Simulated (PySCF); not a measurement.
## Two runs on Si2H4ClF

System: Si2H4ClF, SMILES F[SiH2][SiH2]Cl.
Method of run 1: GIAO PBE0/6-311+G(2d,p) NMR shielding, non-relativistic, gas phase (PySCF 2.14.0).

The geometry comes from this level: PBE0-D3(BJ)/def2-SVP. Text and figures count atoms from 1; the logs count them from 0 in places.

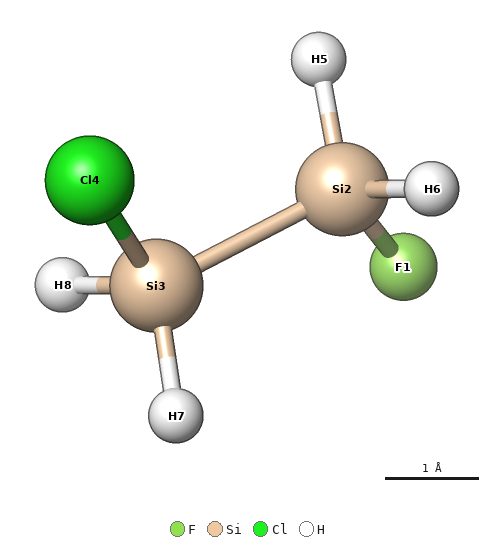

The structure (ball-and-stick view, seen at a tilt; atoms are numbered from 1 in the order of the input).

**Input, run 1**
```
{"job": {"kind": "nmr", "xc": "PBE0", "basis": "6-311+G(2d,p)", "pop": true}, "charge": 0, "multiplicity": 1}
F     -1.824949    -1.297621    -0.693316
Si    -1.172367    -0.032532     0.103917
Si     1.150564    -0.081875    -0.184278
Cl     1.852760     1.584747     0.845049
H     -1.523159    -0.146828     1.548554
H     -1.740804     1.226811    -0.455934
H      1.546340     0.035063    -1.617106
H      1.771491    -1.305397     0.399352
```

The first line tells a small driver script what to run in PySCF; the rest is the geometry in Å.

Command:
```bash
OMP_NUM_THREADS=1 python <driver script> task.json out
```

Hardware: 1 CPU thread, shared host.

**Output (run 1)**
```
coarse grid: 8440 points
cycle   1  E = -1141.0253308553  dE =  1.959e-02  |g| = 5.885e-01  |ddm| = 2.134e+00
cycle   2  E = -1140.9340012530  dE =  9.133e-02  |g| = 9.635e-01  |ddm| = 8.331e-01
cycle   3  E = -1141.0826337035  dE = -1.486e-01  |g| = 6.816e-02  |ddm| = 5.054e-01
cycle   4  E = -1141.0832301395  dE = -5.964e-04  |g| = 3.356e-02  |ddm| = 7.770e-02
cycle   5  E = -1141.0834906254  dE = -2.605e-04  |g| = 4.882e-03  |ddm| = 3.494e-02
cycle   6  E = -1141.0834958074  dE = -5.182e-06  |g| = 1.165e-03  |ddm| = 5.575e-03
final grid: 68696 points
cycle   7  E = -1141.1020232475  dE = -2.232e-05  |g| = 2.678e-03  |ddm| = 1.121e-02
cycle   8  E = -1141.1020224671  dE =  7.803e-07  |g| = 3.268e-03  |ddm| = 4.507e-03
cycle   9  E = -1141.1020246365  dE = -2.169e-06  |g| = 3.682e-04  |ddm| = 2.563e-03
cycle  10  E = -1141.1020246526  dE = -1.616e-08  |g| = 1.486e-04  |ddm| = 2.599e-04
cycle  11  E = -1141.1020246571  dE = -4.435e-09  |g| = 2.094e-05  |ddm| = 1.333e-04
cycle  12  E = -1141.1020246572  dE = -1.369e-10  |g| = 3.750e-06  |ddm| = 2.528e-05
converged SCF energy = -1141.1020246572

GIAO shielding tensors (ppm)
atom      isotropic    diamagn.    paramagn.     s11        s22        s33       span
  0 F      414.081     467.385     -53.304    380.415    421.970    439.857     59.442
  1 Si     349.124     876.921    -527.797    291.693    307.748    447.930    156.236
  2 Si     377.845     879.451    -501.606    341.499    348.321    443.714    102.215
  3 Cl    1042.311    1146.879    -104.568   1006.962   1029.424   1090.547     83.585
  4 H       25.788      28.312      -2.524     22.843     25.556     28.964      6.121
  5 H       25.794      28.319      -2.525     22.845     25.588     28.950      6.105
  6 H       26.004      28.533      -2.529     22.710     24.467     30.836      8.127
  7 H       26.005      28.533      -2.529     22.707     24.460     30.847      8.140
```

The input of run 2 differs as follows (lines with − go, lines with + come):
```diff
-"basis": "6-311+G(2d,p)"
+"basis": "6-31G*"
```

What does this change do to the results?

The total energy of run 2 is 82.4 kcal/mol higher, which measures the change of basis and not a stability. The HOMO goes from −8.38 to −8.28 eV. The LUMO goes from −1.37 to −1.11 eV. The dipole moment goes from 0.11 to 0.47 D. Of all shieldings, the largest change is that of Si2, by +43.1 ppm. Diffuse functions give room to the loosely bound empty orbitals, which lowers the LUMO. The SCF takes 11 iterations against 12. The basis functions go from 156 to 76.

**Output (run 2)**
```
coarse grid: 8440 points
cycle   1  E = -1140.9427628512  dE =  7.030e-02  |g| = 5.733e-01  |ddm| = 2.433e+00
cycle   2  E = -1140.8572442593  dE =  8.552e-02  |g| = 9.188e-01  |ddm| = 1.324e+00
cycle   3  E = -1141.0069340468  dE = -1.497e-01  |g| = 5.185e-02  |ddm| = 8.182e-01
cycle   4  E = -1141.0075083002  dE = -5.743e-04  |g| = 2.359e-02  |ddm| = 9.999e-02
cycle   5  E = -1141.0076857280  dE = -1.774e-04  |g| = 1.546e-03  |ddm| = 3.414e-02
cycle   6  E = -1141.0076863959  dE = -6.679e-07  |g| = 4.365e-04  |ddm| = 2.756e-03
final grid: 68696 points
cycle   7  E = -1140.9707072633  dE = -5.857e-06  |g| = 1.307e-03  |ddm| = 7.647e-03
cycle   8  E = -1140.9707071443  dE =  1.190e-07  |g| = 1.574e-03  |ddm| = 3.293e-03
cycle   9  E = -1140.9707077209  dE = -5.766e-07  |g| = 1.700e-04  |ddm| = 1.762e-03
cycle  10  E = -1140.9707077256  dE = -4.787e-09  |g| = 6.341e-05  |ddm| = 2.271e-04
cycle  11  E = -1140.9707077266  dE = -9.095e-10  |g| = 1.053e-05  |ddm| = 7.562e-05
converged SCF energy = -1140.9707077266

GIAO shielding tensors (ppm)
atom      isotropic    diamagn.    paramagn.     s11        s22        s33       span
  0 F      425.163     466.418     -41.255    398.643    425.745    451.101     52.459
  1 Si     392.255     877.207    -484.952    334.910    354.085    487.771    152.860
  2 Si     417.105     879.624    -462.519    382.451    385.262    483.602    101.151
  3 Cl    1083.995    1147.698     -63.703   1034.560   1071.131   1146.294    111.735
  4 H       26.222      28.325      -2.103     22.909     25.833     29.925      7.016
  5 H       26.227      28.331      -2.105     22.912     25.857     29.911      6.999
  6 H       26.682      28.640      -1.958     23.127     25.222     31.696      8.569
  7 H       26.686      28.641      -1.956     23.125     25.220     31.712      8.587
```

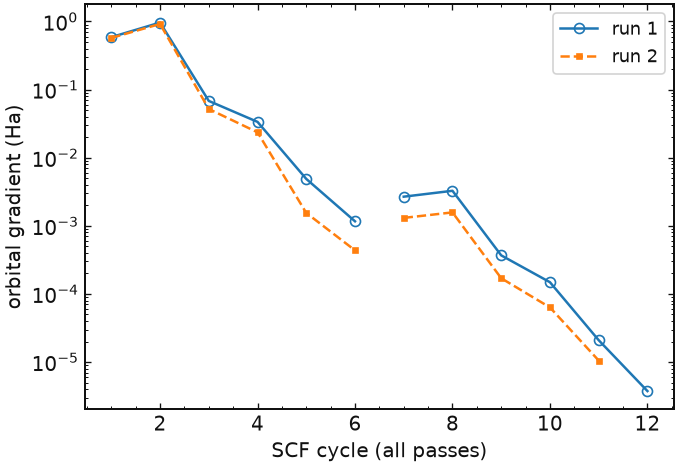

Convergence of the two runs: orbital gradient against the SCF cycle. A break in a curve parts two SCF passes (coarse and final grid). Run 1 takes 12 cycles in all, and run 2 takes 11.

**The two runs side by side**

| quantity | run 1 | run 2 |
| --- | --- | --- |
| outcome | converged | converged |
| total energy (hartree) | −1141.102025 | −1140.970708 |
| HOMO (eV) | −8.38 | −8.28 |
| LUMO (eV) | −1.37 | −1.11 |
| dipole moment (D) | 0.11 | 0.47 |
| shielding of F1 (ppm) | 414.1 | 425.2 |
| shielding of Si2 (ppm) | 349.1 | 392.3 |
| shielding of Si3 (ppm) | 377.8 | 417.1 |
| shielding of Cl4 (ppm) | 1042.3 | 1084.0 |
| shielding of H5 (ppm) | 25.8 | 26.2 |
| shielding of H7 (ppm) | 26.0 | 26.7 |
| shielding of H8 (ppm) | 26.0 | 26.7 |
| SCF iterations | 12 | 11 |
| basis functions | 156 | 76 |
| wall time (shared host) | 11 s | 5 s |
